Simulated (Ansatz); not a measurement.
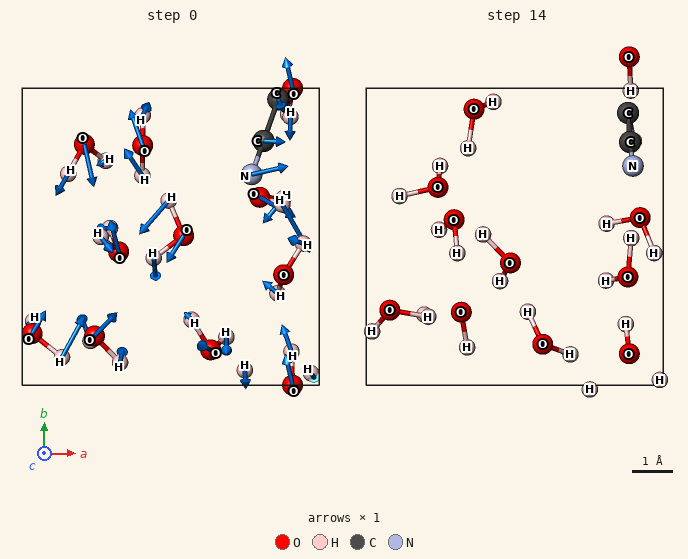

The structure of an amorphous cell of composition H23C2NO10 before (left) and after (right) a relaxation, at one scale. The blue arrows give the displacements, at their true length.

A ball-and-stick model of the cell of the calculation, seen along the c axis.

The cell holds 10 H2O + 1 CH3CN. The run prepares the start of a later molecular dynamics calculation, from a guessed geometry.

Level of theory: DFT LDA, scalar-relativistic, plane waves, PAW in Ansatz 0.2.0. Settings: plane-wave cutoff 420 eV; k-point mesh 1 × 1 × 1; occupations fermi dirac; smearing width 0.05 eV; no spin polarisation; atoms relaxed in a fixed cell; force threshold 0.3 eV/Å; at most 15 steps.

**Describe what moved and what it gained.**

The relaxation stopped without meeting its thresholds, so the last structure isn't shown to be converged. It used up its limit of 15 steps. Over 14 geometry steps the energy falls by 156 meV per atom. The largest force component goes from 1.8 to 0.75 eV/Å. An H atom moves most: 1.59 Å along [1 −2 −1]. By element the largest moves are H 1.59 Å, O 1.12 Å, N 1.01 Å, C 0.58 Å. The cell doesn't change. Some distances before and after: H–O 0.969 → 1.019 Å, C–C 1.461 → 1.426 Å, C–N 1.178 → 1.159 Å, H–O 0.969 → 0.986 Å. Among the angles between lasting bonds that change: H–O–H 104.0° → 108.7°, H–O–H 104.0° → 107.0°, H–O–H 104.0° → 101.3°.

Limits of the set-up: the periodic images lie only 7.5 Å apart, so the values are limited by the cell's size.
